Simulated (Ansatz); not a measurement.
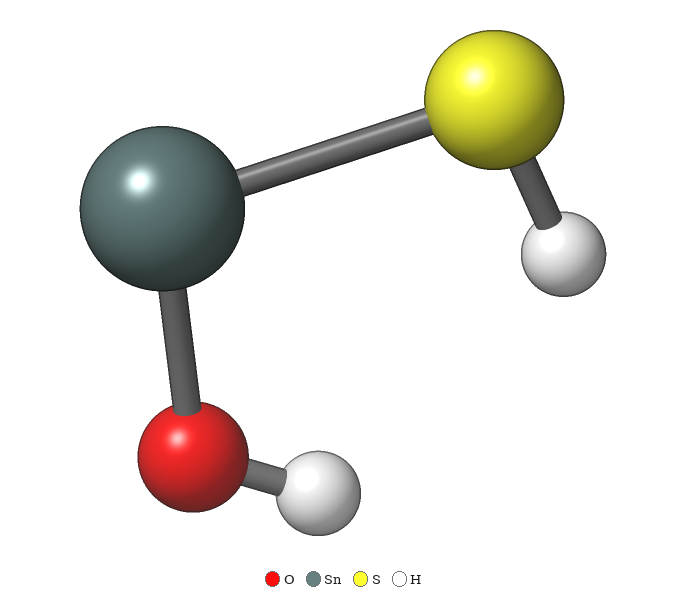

Ball-and-stick drawing of a structure.

What does the picture show?

The molecule is H2OSSn. SMILES: `[OH][Sn][SH]`. The point group is Cs. All atoms lie on one plane. Coordination: 1 O bent; 1 Sn bent; 1 S bent.

More results for the same structure follow; atom numbers are the same in all pictures, views and colours differ. The geometry was computed by an optimisation with PBE0-D4/def2-TZVP.

### Geometry

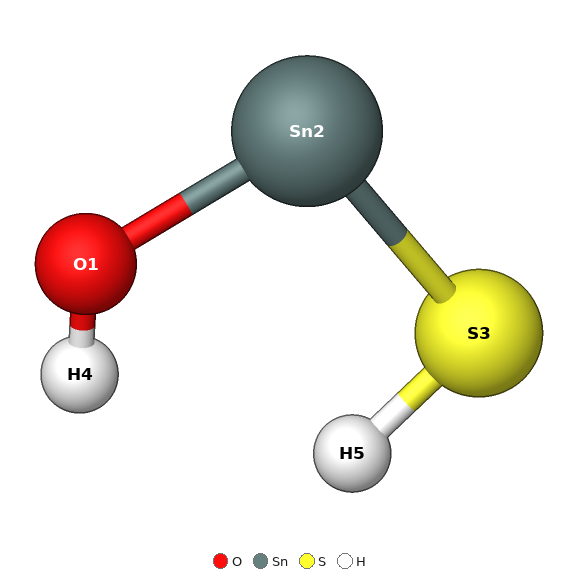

List the bonds and their lengths.

| bond | length (Å) |
| --- | --- |
| O1–Sn2 | 1.976 |
| O1–H4 | 0.960 |
| Sn2–S3 | 2.454 |
| S3–H5 | 1.343 |

### Levels of theory compared

Program: Ansatz 0.2.0.

At this fixed geometry, give vertical IP (eV), HOMO energy (eV), HOMO–LUMO gap (eV) at these levels: B3LYP-D4/def2-TZVPP; PBE-D4/def2-TZVPP; PBE0-D4/def2-TZVPP; r2SCAN-D4/def2-TZVPP; ωB97M-V/def2-TZVPP; ωB97X-V/def2-TZVPP.

```
               level  vertical IP (eV)  HOMO energy (eV)  HOMO–LUMO gap (eV)
 B3LYP-D4/def2-TZVPP              9.51             −7.18                4.70
   PBE-D4/def2-TZVPP              9.33             −6.33                3.42
  PBE0-D4/def2-TZVPP              9.44             −7.36                5.10
r2SCAN-D4/def2-TZVPP              9.42             −6.62                3.77
  ωB97M-V/def2-TZVPP              9.51             −9.38                8.85
  ωB97X-V/def2-TZVPP              9.53             −9.48                9.09
```

### Charges

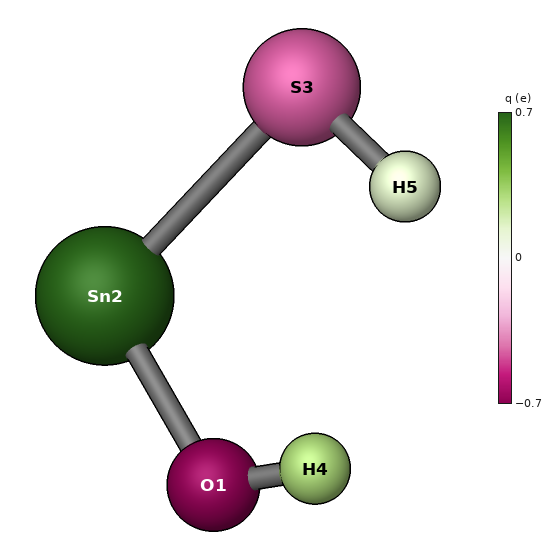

Atoms are coloured by their Mulliken charges. Properties computed with RKS PBE0-D4/def2-TZVP, core potentials on Sn (Ansatz 0.2.0).

Give the Mulliken charges atom by atom.

```
atom  value (e)
  O1      −0.68
 Sn2       0.69
  S3      −0.46
  H4       0.30
  H5       0.15
```

### Dipole moment

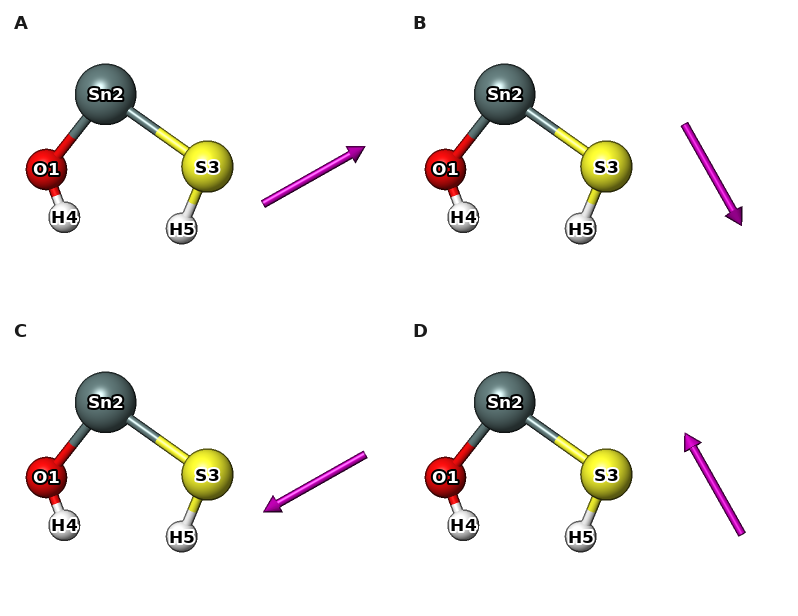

The same molecule four times, each with an arrow. Properties computed with RKS ωB97M-V/def2-TZVPP, core potentials on Sn (Ansatz 0.2.0).

Which arrow points along the dipole moment, from the negative to the positive end?

D. The dipole moment is 0.50 D; it points from the side of H5 to the side of Sn2 (the outermost atoms at the two ends).

Mulliken values depend strongly on the basis set and can even reverse the polarity of a bond.
